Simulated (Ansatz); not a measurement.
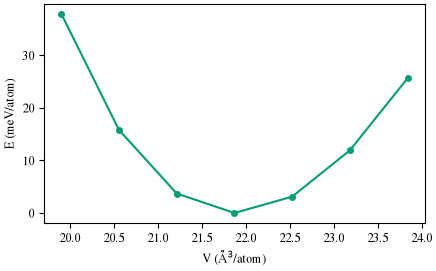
Figure. SiGe in space group P4_2/mmc (No. 131; Ge on 2c, Si on 2e) under volume change, the program Ansatz at the PBE level (PAW), shape and atoms relaxed at each volume.

What does a third-order Birch–Murnaghan fit give for V₀, B₀ and B′?

V₀ = 21.88 Å³/atom, B₀ = 55.9 GPa, B′ = 5.2.

A made-up cell: these elements were put on the sites of a structure type; neither database checked (COD, Materials Project) lists it. Whether it is the stable phase at ambient conditions was not checked. The cell was relaxed with PBE under the symmetry of its start; whether a distortion lowers the energy is not shown.

Potentials: the later of the program's two PAW sets.
